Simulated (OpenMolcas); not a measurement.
**Ag²⁺ complex: multiconfigurational calculation**

System: Ag²⁺ with 8 ligands (F; cube, 2.425 Å), embedded in SrF2 by model potentials and point charges, whose field is part of the energies.
Method: state-averaged SS-CASPT2, IPEA shift 0.25, imaginary shift 0.1 hartree, closed shells 4s 4p of the metal and the valence shells of the ligands correlated, active space 9 electrons in the shell 4d, basis ANO-RCC-VDZP on the metal and ANO-RCC-VDZP on the ligands, DKH2 scalar Hamiltonian, spin-orbit coupling by RASSI with atomic mean-field integrals (OpenMolcas).

**Summary**

- outcome: converged
- energy of the lowest spin-free term: −6111.90345 hartree
- energy of the lowest spin-orbit level: −6111.91160 hartree
- CASPT2 correlation energy: −1.9980 hartree
- largest spread among components of a term: 44.2 cm⁻¹
- lowest reference weight: 0.685
- hardware: 1 thread of Arm Neoverse V2, 24 GiB of memory available, shared host
- wall time: 17 s
- peak memory: 0.38 GiB

**Remarks**

Limits: the geometry is set by hand, with no relaxation.

**Input file**
```
&GATEWAY
Basis set
Ag.ANO-RCC-VDZP.
Ag1 0.0 0.0 0.0 Angstrom
End of basis
Basis set
F.ANO-RCC-VDZP.
L1 1.400074 1.400074 1.400074 Angstrom
L2 1.400074 1.400074 -1.400074 Angstrom
L3 1.400074 -1.400074 1.400074 Angstrom
L4 1.400074 -1.400074 -1.400074 Angstrom
End of basis
Basis set
Sr.EMB-AIMP.Pascual.0s.0s.ECP.SrF2.
PseudoCharge
* 21 symmetry-unique lattice sites within 7.6 angstrom
End of basis
Basis set
F.EMB-AIMP.Pascual.0s.0s.ECP.SrF2.
PseudoCharge
* 40 symmetry-unique lattice sites within 7.6 angstrom
End of basis
Symmetry
XYZ
AngMom=0.0 0.0 0.0
AMFI
RICD
XField
1348 Angstrom 0
* Evjen-weighted lattice charges
&SEWARD
&RASSCF
FileOrb=start.orb
Symmetry=1
Spin=2
nActEl=9 0 0
Inactive=29 29
Ras2=5 0
CIRoot=5 5 1
SDav=5
CIMx=300
Iter=150 100
PrWF=0.3
OrbListing=Nothing
MaxOrb=0
LevShft=1.0
>>> COPY $Project.JobIph JOB001
&RASSI
NrOfJobIphs=1 5
1 2 3 4 5
IphNames
JOB001
EJob
SpinOrbit
DIPRint=1.0
SOCoupling=1000.0
Subsets=2
Property=9
'ANGMOM' 1 'ANGMOM' 2 'ANGMOM' 3 'MLTPL  1' 1 'MLTPL  1' 2 'MLTPL  1' 3
'AMFI' 1 'AMFI' 2 'AMFI' 3
SOProperty=3
'ANGMOM' 1 'ANGMOM' 2 'ANGMOM' 3
>>> COPY JOB001 $Project.JobIph
&CASPT2
Multistate=5 1 2 3 4 5
NoMult
Frozen=12 10
IPEA=0.25
Imaginary=0.1
MaxIter=60
WThr=0.0 0.3 0.05
PrWF=0.5
NoMix
```

The file start.orb holds starting orbitals from an earlier step. A driver script formed the levels outside the program, from RASSI's spin-orbit matrix and the CASPT2 energies (for multi-state variants, the effective Hamiltonian), averaged over the components of each term or state. The log and the time are those of the CASPT2 step.

Launched with:
```bash
OMP_NUM_THREADS=1 MOLCAS_MEM=2457 MOLCAS_PROJECT=a pymolcas a.inp > a.log  # once for each step of the input, in one work folder
```

**Output (extracts)**
```
--- CASPT2 ---
Orbital specifications:
      -----------------------

      Symmetry species                           1   2
                                                ag  au
      Frozen orbitals                           12  10
      Inactive orbitals                         17  19
      Active orbitals                            5   0
      Secondary orbitals                        43  49
      Deleted orbitals                           0   0
      Number of basis functions                 77  78
Type of calculation                        SS-CASPT2
      Fock operator                              state-specific
      IPEA shift                                 0.25
      Real shift                                 0.00
      Imaginary shift                            0.10
      The input orbitals will be transformed to quasi-canonical
Reference energy:       -6109.9054092232
      E2 (Non-variational):      -1.9967016014
      Shift correction:          -0.0012495769
      E2 (Variational):          -1.9979511782
      Total energy:           -6111.9033604015
      Residual norm:              0.0000007177
      Reference weight:           0.68498
      Contributions to the CASPT2 correlation energy
      Active & Virtual Only:         -0.1840782029
      One Inactive Excited:          -0.1709789130
      Two Inactive Excited:          -1.6416444855
Reference energy:       -6109.9054092232
      E2 (Non-variational):      -1.9967827658
      Shift correction:          -0.0012492014
      E2 (Variational):          -1.9980319672
      Total energy:           -6111.9034411904
      Residual norm:              0.0000006993
      Reference weight:           0.68495
      Contributions to the CASPT2 correlation energy
      Active & Virtual Only:         -0.1840627902
      One Inactive Excited:          -0.1709680629
      Two Inactive Excited:          -1.6417519128
::    CASPT2 Root  1     Total energy:  -6111.90336040
::    CASPT2 Root  2     Total energy:  -6111.90344119
::    CASPT2 Root  3     Total energy:  -6111.90356194
::    CASPT2 Root  4     Total energy:  -6111.87496080
::    CASPT2 Root  5     Total energy:  -6111.87499588
```

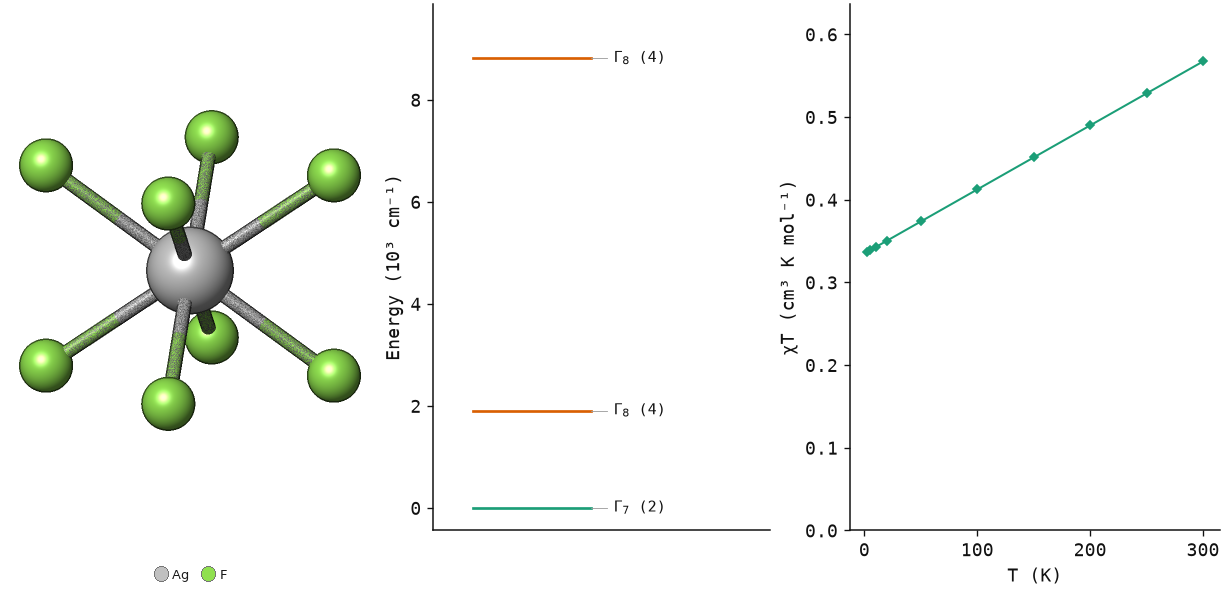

Fig. 1: Ag²⁺ (4d⁹) as a dopant in SrF₂, a cluster with its 8 nearest F⁻ at 2.425 Å (cube) embedded in model potentials and point charges; the geometry was set, not optimised, and its levels and susceptibility. Labels give the representation in O, Td, D4 or D3 as the site allows (double group for half-integer spin) where it could be assigned and, in brackets, the degeneracy; spin-free states, where drawn, share the zero of the spin-orbit levels. Powder susceptibility by Van Vleck's formula. The ground level is Γ₇, a Kramers doublet, 100 % from states of spin multiplicity 2. Its principal g values are 1.89, 1.89 and 1.89, isotropic. The next level lies at 1,910 cm⁻¹ (Γ₈). χT is 0.336 cm³ K mol⁻¹ at 2 K and 0.567 at 300 K, an effective moment of 2.13 μB.
